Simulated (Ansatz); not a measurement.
Geometry relaxation of CH3BrFInO

CH3BrFInO, SMILES C[O][In]([F])[Br], computed with RKS PBE0-D4/def2-TZVP (Ansatz 0.2.0).

The geometry: GFN2-xTB start. Figures and captions count atoms from 1; the log counts them from 0 in places.

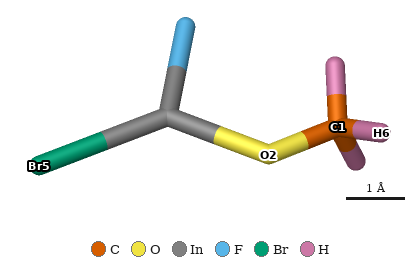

**Figure 1.** The input geometry (stick view, seen at an oblique angle; atoms are numbered from 1 in the order of the input). Sticks mark near contacts. Bond lengths as drawn: Br–In 2.48 Å, C–H 1.09 to 1.10 Å, C–O 1.40 Å, F–In 1.99 Å and In–O 2.01 Å.

**Key numbers**

| quantity | value |
| --- | --- |
| outcome | converged |
| total energy | −81060.7663 eV |
| mean-field energy | −81060.6270 eV |
| dispersion energy | −0.1393 eV |
| SCF solution under orbital rotations | stable |
| largest force (length of the vector) at the end | 0.003 eV/Å |
| dipole moment | 1.23 D |
| hardware | 4 threads of Arm Neoverse V1, 23 GiB of memory available, shared host |
| wall time | 84 s (CPU time 5.3 min) |
| peak memory | 0.68 GiB |

**Input**
```yaml
crystal:
  periodic: [false, false, false]
  atoms:
    - {symbol: C, position_ang: [-0.311440, -0.563570, 1.230960]}
    - {symbol: O, position_ang: [-0.097400, 0.675210, 0.609690]}
    - {symbol: In, position_ang: [0.314570, 0.770370, -1.352040]}
    - {symbol: F, position_ang: [0.671660, -1.062720, -2.045370]}
    - {symbol: Br, position_ang: [0.504210, 2.832410, -2.708010]}
    - {symbol: H, position_ang: [-0.036470, -0.425260, 2.281790]}
    - {symbol: H, position_ang: [0.317640, -1.362620, 0.818720]}
    - {symbol: H, position_ang: [-1.362790, -0.863820, 1.164260]}
basis:
  gaussian: {orbitals: def2-TZVP}
hamiltonian: {xc: pbe0, dispersion: d4}
relax: {f_tol: 0.005, max_steps: 150}
```

Launched with:
```bash
ansatz run in.yaml --threads 4 --pin off --events-out ev --progress --plain --max-ram 10444MiB
```

**The program's output**
```
Functional definition: PBE0
  name "PBE0"
  cite "Adamo & Barone, J. Chem. Phys. 110, 6158 (1999) doi:10.1063/1.478522"
  cite "Perdew, Burke & Ernzerhof, Phys. Rev. Lett. 77, 3865 (1996) doi:10.1103/PhysRevLett.77.3865"
  parent pbe
  parameter a = 0.25
  parameter kappa = 0.804
  parameter beta = 0.06672455060314922
  exchange = (1 - a)*pbe_x(kappa = kappa, mu = beta*pi^2/3) + a*exact_x
  correlation = pbe_c(beta = beta)
1513 factors; their error is unknown
mean field evaluation 1: about -81050.9546 eV, gradient 7.0e1 eV
mean field evaluation 2: about -80989.4425 eV, gradient 1.8e2 eV
mean field evaluation 4: about -81059.6995 eV, gradient 1.6e1 eV
mean field evaluation 8: about -81060.0512 eV, gradient 9.4e-2 eV
mean field evaluation 16: about -81060.5426 eV, gradient 1.2e-4 eV
mean field -81060.54256679 eV, -2978.9199945203 hartree, gradient 4.6e-5 eV, S^2 0.000000; 0 other end points of the search recorded, 0 dependent functions left out
the calculation of the forces begins
reference -81060.54260981 eV, -2978.9199961015 hartree; 41, 41 occupied and 168, 168 virtual orbitals, 1513 factors
relax step   1: F+E_penalty+E_count = -81060.68041222 eV  Δ(F+E_penalty+E_count) = +0.000e0 eV  max|allowed force component| = 1.126e0 eV/Å  Δτ_max = 0.0000 Å  (31 SCF iters, accepted)
these checks for a lower state are left out or cut short: starts, cluster_reference, orbital_swaps, neighbouring_geometries, increment
1513 factors; their error is unknown
mean field -81060.60836262 eV, -2978.9224124726 hartree, gradient 9.2e-6 eV, S^2 0.000000; 0 other end points of the search recorded, 0 dependent functions left out
[... from here on the field's lines of each further geometry are left out, up to the last ...]
relax step   2: F+E_penalty+E_count = -81060.74851782 eV  Δ(F+E_penalty+E_count) = -6.811e-2 eV  max|allowed force component| = 5.916e-1 eV/Å  Δτ_max = 0.1201 Å  (34 SCF iters, accepted)
relax step   3: F+E_penalty+E_count = -81060.76491215 eV  Δ(F+E_penalty+E_count) = -1.639e-2 eV  max|allowed force component| = 8.640e-2 eV/Å  Δτ_max = 0.0389 Å  (34 SCF iters, accepted)
relax step   4: F+E_penalty+E_count = -81060.76578611 eV  Δ(F+E_penalty+E_count) = -8.740e-4 eV  max|allowed force component| = 2.378e-2 eV/Å  Δτ_max = 0.0198 Å  (34 SCF iters, accepted)
relax step   5: F+E_penalty+E_count = -81060.76602073 eV  Δ(F+E_penalty+E_count) = -2.346e-4 eV  max|allowed force component| = 9.689e-3 eV/Å  Δτ_max = 0.0163 Å  (33 SCF iters, accepted)
relax step   6: F+E_penalty+E_count = -81060.76611741 eV  Δ(F+E_penalty+E_count) = -9.668e-5 eV  max|allowed force component| = 1.881e-2 eV/Å  Δτ_max = 0.0120 Å  (33 SCF iters, accepted)
relax step   7: F+E_penalty+E_count = -81060.76613393 eV  Δ(F+E_penalty+E_count) = -1.652e-5 eV  max|allowed force component| = 1.053e-2 eV/Å  Δτ_max = 0.0122 Å  (33 SCF iters, accepted)
relax step   8: F+E_penalty+E_count = -81060.76617337 eV  Δ(F+E_penalty+E_count) = -3.944e-5 eV  max|allowed force component| = 1.055e-2 eV/Å  Δτ_max = 0.0117 Å  (33 SCF iters, accepted)
relax step   9: F+E_penalty+E_count = -81060.76619084 eV  Δ(F+E_penalty+E_count) = -1.747e-5 eV  max|allowed force component| = 8.969e-3 eV/Å  Δτ_max = 0.0143 Å  (33 SCF iters, accepted)
relax step  10: F+E_penalty+E_count = -81060.76621501 eV  Δ(F+E_penalty+E_count) = -2.417e-5 eV  max|allowed force component| = 8.354e-3 eV/Å  Δτ_max = 0.0094 Å  (33 SCF iters, accepted)
relax step  11: F+E_penalty+E_count = -81060.76623178 eV  Δ(F+E_penalty+E_count) = -1.677e-5 eV  max|allowed force component| = 1.244e-2 eV/Å  Δτ_max = 0.0131 Å  (33 SCF iters, accepted)
relax step  12: F+E_penalty+E_count = -81060.76624071 eV  Δ(F+E_penalty+E_count) = -8.934e-6 eV  max|allowed force component| = 1.307e-2 eV/Å  Δτ_max = 0.0087 Å  (34 SCF iters, accepted)
relax step  13: F+E_penalty+E_count = -81060.76625095 eV  Δ(F+E_penalty+E_count) = -1.023e-5 eV  max|allowed force component| = 1.129e-2 eV/Å  Δτ_max = 0.0119 Å  (33 SCF iters, accepted)
relax step  14: F+E_penalty+E_count = -81060.76625762 eV  Δ(F+E_penalty+E_count) = -6.673e-6 eV  max|allowed force component| = 8.481e-3 eV/Å  Δτ_max = 0.0096 Å  (34 SCF iters, accepted)
relax step  15: F+E_penalty+E_count = -81060.76626135 eV  Δ(F+E_penalty+E_count) = -3.731e-6 eV  max|allowed force component| = 7.429e-3 eV/Å  Δτ_max = 0.0118 Å  (33 SCF iters, accepted)
relax step  16: F+E_penalty+E_count = -81060.76626231 eV  Δ(F+E_penalty+E_count) = -9.583e-7 eV  max|allowed force component| = 5.856e-3 eV/Å  Δτ_max = 0.0063 Å  (34 SCF iters, accepted)
the calculation of the forces begins
reference -81060.62696510 eV, -2978.9230961010 hartree; 41, 41 occupied and 168, 168 virtual orbitals, 1513 factors
relax step  17: F+E_penalty+E_count = -81060.76626500 eV  Δ(F+E_penalty+E_count) = -2.691e-6 eV  max|allowed force component| = 2.653e-3 eV/Å  Δτ_max = 0.0018 Å  (35 SCF iters, accepted)
```

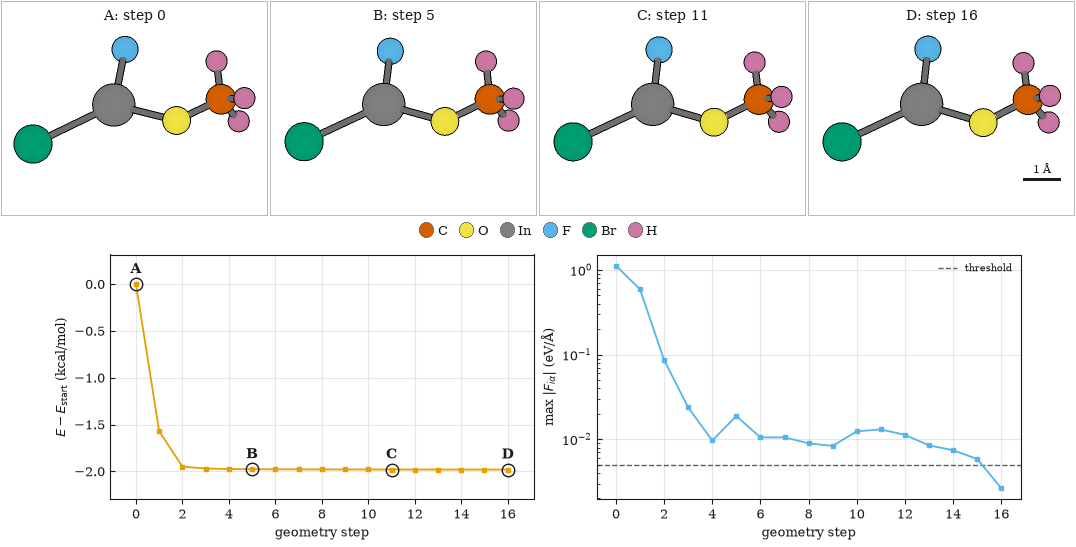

**Figure 2.** Frames of the relaxation (ball-and-stick view, seen at a tilt) above the curves, on which the letters mark them (the first geometry is step 0 here and step 1 in the log).

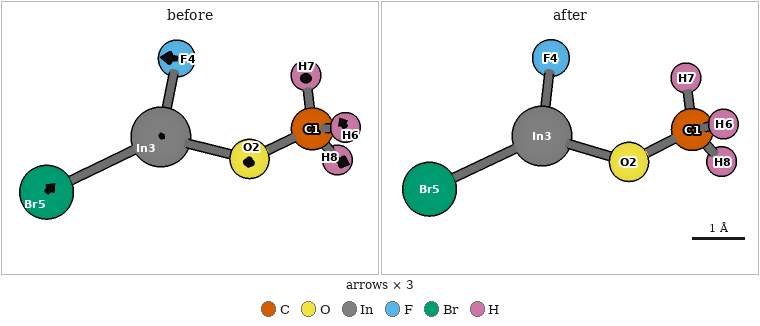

**Figure 3.** Before (left) and after (right) the relaxation, at one scale (ball-and-stick view, seen at a tilt). The black arrows give the displacements, magnified 3 times. After 16 geometry steps the energy has fallen by 1.98 kcal/mol. The largest force component goes from 1.1 to 0.0027 eV/Å. F4 moves most after the best rigid fit: 0.13 Å. By element the largest moves are F 0.13 Å, H 0.11 Å, O 0.09 Å, Br 0.09 Å, In 0.04 Å, C 0.01 Å. Distances before and after: In3–Br5 2.475 → 2.419 Å, O2–In3 2.007 → 1.956 Å, In3–F4 1.992 → 1.942 Å, C1–O2 1.402 → 1.414 Å. Among the angles that change: F4–In3–Br5 124.2° → 119.5°, O2–In3–F4 109.5° → 113.7°, O2–C1–H6 106.0° → 108.1°. (Atoms are counted from 1 in the order of the input.)

```
1513 factors; their error is unknown
mean field -81060.62692171 eV, -2978.9230945065 hartree, gradient 2.6e-5 eV, S^2 0.000000; 1 other end points of the search recorded, 0 dependent functions left out
the calculation of the forces begins
reference -81060.62696510 eV, -2978.9230961010 hartree; 41, 41 occupied and 168, 168 virtual orbitals, 1513 factors
Total energy: -81060.76630839 eV, -2978.9282168724 hartree
Atom 0 at    -0.321314    -0.556007     1.234415 Å, force    -0.000887    -0.002653     0.001525 eV/Å
Atom 1 at    -0.173285     0.680862     0.565205 Å, force     0.000104     0.001524    -0.000772 eV/Å
Atom 2 at     0.330596     0.759293    -1.323076 Å, force     0.000204    -0.000382     0.000046 eV/Å
Atom 3 at     0.751846    -0.973711    -2.092797 Å, force    -0.000108    -0.000541     0.000412 eV/Å
Atom 4 at     0.508937     2.746694    -2.690751 Å, force    -0.000275     0.000377     0.000501 eV/Å
Atom 5 at     0.038320    -0.433313     2.260693 Å, force    -0.000461     0.000060    -0.001951 eV/Å
Atom 6 at     0.241332    -1.374946     0.772937 Å, force    -0.000647     0.000848     0.000578 eV/Å
Atom 7 at    -1.376451    -0.848873     1.273375 Å, force     0.002070     0.000767    -0.000339 eV/Å
Dipole moment:    -0.097150     0.056005     0.229452 e Å
```

**Trajectory as extended XYZ (Å, eV, eV/Å), 17 frames, from step=1 to step=17**
```
8
Properties=species:S:1:pos:R:3:forces:R:3 step=1 energy=-81060.68041
C    -0.3114   -0.5636    1.2310    0.2126  -0.1449   0.0996
O    -0.0974    0.6752    0.6097    0.1691   0.5224  -1.1263
In    0.3146    0.7704   -1.3520    0.0616  -0.4147   0.2669
F     0.6717   -1.0627   -2.0454   -0.1700   0.9262   0.2374
Br    0.5042    2.8324   -2.7080   -0.0531  -0.6164   0.3544
H    -0.0365   -0.4253    2.2818   -0.1148  -0.1588   0.0547
H     0.3176   -1.3626    0.8187   -0.1212  -0.0379   0.0511
H    -1.3628   -0.8638    1.1643    0.0158  -0.0760   0.0623
8
Properties=species:S:1:pos:R:3:forces:R:3 step=2 energy=-81060.74852
C    -0.3030   -0.5499    1.2205    0.0571  -0.0553   0.1536
O    -0.1007    0.6968    0.5938    0.0070   0.0774  -0.2210
In    0.3161    0.7722   -1.3231   -0.0286  -0.5916   0.4437
F     0.6620   -0.9933   -2.0694   -0.0231   0.0892   0.0130
Br    0.5016    2.7204   -2.6648    0.0507   0.5311  -0.3860
H    -0.0451   -0.4294    2.2779   -0.0328  -0.0502  -0.0046
H     0.3196   -1.3530    0.8100   -0.0146   0.0054  -0.0057
H    -1.3505   -0.8638    1.1551   -0.0157  -0.0060   0.0071
8
Properties=species:S:1:pos:R:3:forces:R:3 step=3 energy=-81060.76491
C    -0.3035   -0.5547    1.2298    0.0176  -0.0444   0.0523
O    -0.1052    0.6888    0.5899   -0.0062   0.0444  -0.0634
In    0.3206    0.7697   -1.3207   -0.0012  -0.0857   0.0864
F     0.6597   -0.9862   -2.0813   -0.0015   0.0177  -0.0205
Br    0.5093    2.7448   -2.6940    0.0060   0.0547  -0.0415
H    -0.0490   -0.4307    2.2871   -0.0052  -0.0038  -0.0102
H     0.3187   -1.3599    0.8233   -0.0019   0.0101  -0.0027
H    -1.3506   -0.8717    1.1658   -0.0078   0.0071  -0.0004
8
Properties=species:S:1:pos:R:3:forces:R:3 step=4 energy=-81060.76579
C    -0.3045   -0.5551    1.2344   -0.0003  -0.0238   0.0180
O    -0.1122    0.6872    0.5881   -0.0060   0.0168  -0.0174
In    0.3224    0.7649   -1.3189    0.0016  -0.0084   0.0043
F     0.6613   -0.9813   -2.1004    0.0005   0.0065  -0.0081
Br    0.5135    2.7453   -2.6954    0.0009  -0.0036   0.0061
H    -0.0488   -0.4271    2.2906    0.0025   0.0033  -0.0053
H     0.3193   -1.3591    0.8284   -0.0001   0.0030   0.0027
H    -1.3510   -0.8749    1.1731    0.0008   0.0061  -0.0002
8
Properties=species:S:1:pos:R:3:forces:R:3 step=5 energy=-81060.76602
C    -0.3057   -0.5553    1.2375   -0.0037  -0.0003   0.0009
O    -0.1192    0.6851    0.5841   -0.0045  -0.0063  -0.0024
In    0.3224    0.7605   -1.3210    0.0015   0.0035  -0.0097
F     0.6645   -0.9787   -2.1161   -0.0002   0.0028   0.0009
Br    0.5174    2.7460   -2.6909   -0.0001  -0.0065   0.0096
H    -0.0464   -0.4211    2.2919    0.0031   0.0029  -0.0010
H     0.3188   -1.3595    0.8332    0.0002   0.0001   0.0017
H    -1.3518   -0.8771    1.1812    0.0037   0.0038   0.0000
8
Properties=species:S:1:pos:R:3:forces:R:3 step=6 energy=-81060.76612
C    -0.3064   -0.5546    1.2388   -0.0027   0.0144  -0.0065
O    -0.1269    0.6824    0.5768   -0.0051  -0.0188   0.0108
In    0.3211    0.7546   -1.3264    0.0040   0.0121  -0.0111
F     0.6671   -0.9815   -2.1257   -0.0006   0.0014   0.0006
Br    0.5213    2.7507   -2.6806   -0.0007  -0.0093   0.0049
H    -0.0427   -0.4129    2.2911    0.0018   0.0006   0.0004
H     0.3186   -1.3595    0.8369    0.0002  -0.0015   0.0004
H    -1.3519   -0.8793    1.1889    0.0032   0.0012   0.0005
8
Properties=species:S:1:pos:R:3:forces:R:3 step=7 energy=-81060.76613
C    -0.3084   -0.5551    1.2393    0.0024  -0.0105   0.0051
O    -0.1351    0.6793    0.5729    0.0025   0.0105  -0.0056
In    0.3246    0.7562   -1.3276   -0.0091  -0.0059   0.0048
F     0.6741   -0.9792   -2.1268    0.0032   0.0001   0.0003
Br    0.5221    2.7515   -2.6814    0.0019   0.0002   0.0013
H    -0.0341   -0.4114    2.2888    0.0006  -0.0001  -0.0012
H     0.3115   -1.3623    0.8339   -0.0009   0.0029  -0.0021
H    -1.3546   -0.8790    1.2009   -0.0005   0.0029  -0.0026
8
Properties=species:S:1:pos:R:3:forces:R:3 step=8 energy=-81060.76617
C    -0.3095   -0.5549    1.2381   -0.0028  -0.0009   0.0014
O    -0.1412    0.6816    0.5733    0.0011  -0.0002   0.0003
In    0.3234    0.7562   -1.3258   -0.0062   0.0098   0.0033
F     0.6814   -0.9791   -2.1203    0.0041  -0.0105  -0.0035
Br    0.5224    2.7494   -2.6824    0.0009   0.0018  -0.0005
H    -0.0255   -0.4151    2.2855    0.0016   0.0007   0.0005
H     0.3054   -1.3613    0.8239    0.0013  -0.0027  -0.0005
H    -1.3565   -0.8768    1.2077    0.0000   0.0020  -0.0010
8
Properties=species:S:1:pos:R:3:forces:R:3 step=9 energy=-81060.76619
C    -0.3114   -0.5551    1.2376   -0.0040  -0.0090   0.0043
O    -0.1468    0.6813    0.5722   -0.0011   0.0047  -0.0035
In    0.3207    0.7570   -1.3262    0.0058   0.0051   0.0062
F     0.6947   -0.9777   -2.1153   -0.0007  -0.0068  -0.0026
Br    0.5221    2.7489   -2.6843   -0.0028   0.0013  -0.0003
H    -0.0138   -0.4184    2.2819   -0.0004   0.0008  -0.0056
H     0.2947   -1.3639    0.8148   -0.0008   0.0014   0.0012
H    -1.3602   -0.8722    1.2194    0.0040   0.0026   0.0004
8
Properties=species:S:1:pos:R:3:forces:R:3 step=10 energy=-81060.76621
C    -0.3126   -0.5550    1.2368   -0.0025  -0.0070   0.0060
O    -0.1496    0.6820    0.5716   -0.0008   0.0000  -0.0012
In    0.3231    0.7569   -1.3254    0.0032   0.0043   0.0008
F     0.7017   -0.9786   -2.1111   -0.0003  -0.0017  -0.0009
Br    0.5192    2.7488   -2.6845   -0.0014  -0.0006  -0.0002
H    -0.0072   -0.4207    2.2791   -0.0019  -0.0005  -0.0084
H     0.2881   -1.3649    0.8082   -0.0033   0.0028   0.0032
H    -1.3627   -0.8687    1.2252    0.0070   0.0028   0.0006
8
Properties=species:S:1:pos:R:3:forces:R:3 step=11 energy=-81060.76623
C    -0.3146   -0.5551    1.2361   -0.0004  -0.0072   0.0083
O    -0.1536    0.6820    0.5704   -0.0003  -0.0022  -0.0007
In    0.3260    0.7573   -1.3247    0.0005  -0.0007  -0.0012
F     0.7126   -0.9782   -2.1071   -0.0002   0.0030   0.0012
Br    0.5155    2.7485   -2.6855    0.0000  -0.0003  -0.0005
H     0.0024   -0.4235    2.2756   -0.0039  -0.0020  -0.0124
H     0.2780   -1.3674    0.8004   -0.0063   0.0060   0.0049
H    -1.3663   -0.8636    1.2349    0.0106   0.0033   0.0004
8
Properties=species:S:1:pos:R:3:forces:R:3 step=12 energy=-81060.76624
C    -0.3158   -0.5553    1.2359    0.0004  -0.0067   0.0081
O    -0.1560    0.6817    0.5697   -0.0003  -0.0023  -0.0007
In    0.3274    0.7577   -1.3244   -0.0006  -0.0025  -0.0007
F     0.7201   -0.9773   -2.1048   -0.0002   0.0033   0.0016
Br    0.5133    2.7482   -2.6868    0.0004   0.0002  -0.0004
H     0.0086   -0.4255    2.2733   -0.0043  -0.0023  -0.0131
H     0.2711   -1.3692    0.7955   -0.0068   0.0072   0.0051
H    -1.3686   -0.8602    1.2415    0.0113   0.0031   0.0001
8
Properties=species:S:1:pos:R:3:forces:R:3 step=13 energy=-81060.76625
C    -0.3175   -0.5555    1.2355    0.0007  -0.0045   0.0061
O    -0.1595    0.6814    0.5686   -0.0007  -0.0029   0.0000
In    0.3289    0.7581   -1.3241   -0.0003  -0.0024  -0.0002
F     0.7305   -0.9764   -2.1012   -0.0004   0.0028   0.0011
Br    0.5104    2.7479   -2.6879    0.0004  -0.0001  -0.0002
H     0.0172   -0.4282    2.2698   -0.0038  -0.0023  -0.0113
H     0.2615   -1.3716    0.7889   -0.0061   0.0071   0.0045
H    -1.3716   -0.8556    1.2505    0.0102   0.0024   0.0000
8
Properties=species:S:1:pos:R:3:forces:R:3 step=14 energy=-81060.76626
C    -0.3190   -0.5558    1.2352    0.0003  -0.0041   0.0037
O    -0.1636    0.6811    0.5677   -0.0006  -0.0008  -0.0005
In    0.3298    0.7587   -1.3236   -0.0003  -0.0024   0.0001
F     0.7387   -0.9750   -2.0985   -0.0003   0.0013   0.0011
Br    0.5092    2.7473   -2.6896    0.0002   0.0002   0.0006
H     0.0246   -0.4304    2.2669   -0.0028  -0.0018  -0.0085
H     0.2539   -1.3733    0.7833   -0.0048   0.0058   0.0037
H    -1.3737   -0.8526    1.2586    0.0083   0.0018  -0.0002
8
Properties=species:S:1:pos:R:3:forces:R:3 step=15 energy=-81060.76626
C    -0.3206   -0.5558    1.2345   -0.0010  -0.0042   0.0030
O    -0.1695    0.6809    0.5655   -0.0012  -0.0006   0.0005
In    0.3302    0.7584   -1.3240    0.0020  -0.0019   0.0004
F     0.7487   -0.9751   -2.0943   -0.0011   0.0025   0.0004
Br    0.5081    2.7476   -2.6891   -0.0002  -0.0004  -0.0006
H     0.0343   -0.4322    2.2625   -0.0023  -0.0014  -0.0068
H     0.2447   -1.3748    0.7760   -0.0036   0.0046   0.0033
H    -1.3760   -0.8491    1.2688    0.0074   0.0015  -0.0001
8
Properties=species:S:1:pos:R:3:forces:R:3 step=16 energy=-81060.76626
C    -0.3216   -0.5559    1.2342   -0.0007  -0.0039   0.0031
O    -0.1733    0.6808    0.5647    0.0003   0.0007   0.0002
In    0.3322    0.7590   -1.3231   -0.0026  -0.0016  -0.0009
F     0.7532   -0.9744   -2.0923    0.0006   0.0016   0.0007
Br    0.5074    2.7471   -2.6901    0.0010  -0.0001   0.0000
H     0.0394   -0.4334    2.2602   -0.0017  -0.0011  -0.0050
H     0.2398   -1.3754    0.7720   -0.0027   0.0028   0.0024
H    -1.3771   -0.8477    1.2744    0.0059   0.0015  -0.0006
8
Properties=species:S:1:pos:R:3:forces:R:3 step=17 energy=-81060.76626
C    -0.3213   -0.5560    1.2344   -0.0009  -0.0027   0.0015
O    -0.1733    0.6809    0.5652    0.0001   0.0015  -0.0008
In    0.3306    0.7593   -1.3231    0.0002  -0.0004   0.0000
F     0.7518   -0.9737   -2.0928   -0.0001  -0.0005   0.0004
Br    0.5089    2.7467   -2.6908   -0.0003   0.0004   0.0005
H     0.0383   -0.4333    2.2607   -0.0005   0.0001  -0.0020
H     0.2413   -1.3749    0.7729   -0.0006   0.0008   0.0006
H    -1.3765   -0.8489    1.2734    0.0021   0.0008  -0.0003
```

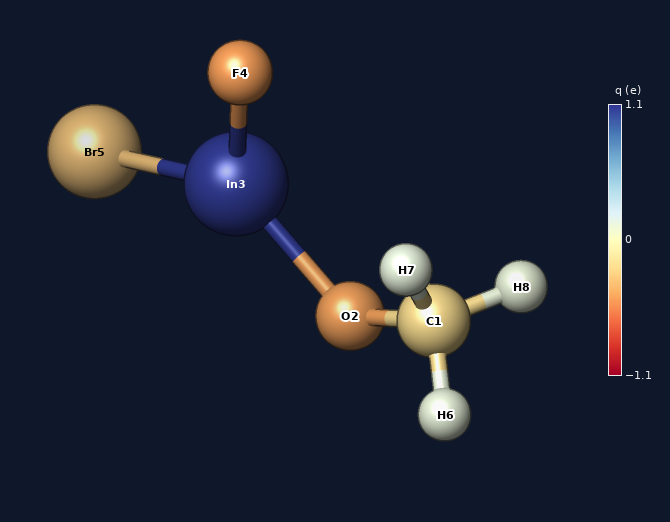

**Figure 4.** Mulliken charges, as the colour of each atom (ball-and-stick view, seen at a tilt; atoms are numbered from 1 in the order of the input; Mulliken charges depend strongly on the basis). By element: C −0.21, O −0.46, In +1.07, F −0.47, Br −0.31 and H +0.12 to +0.13 e.
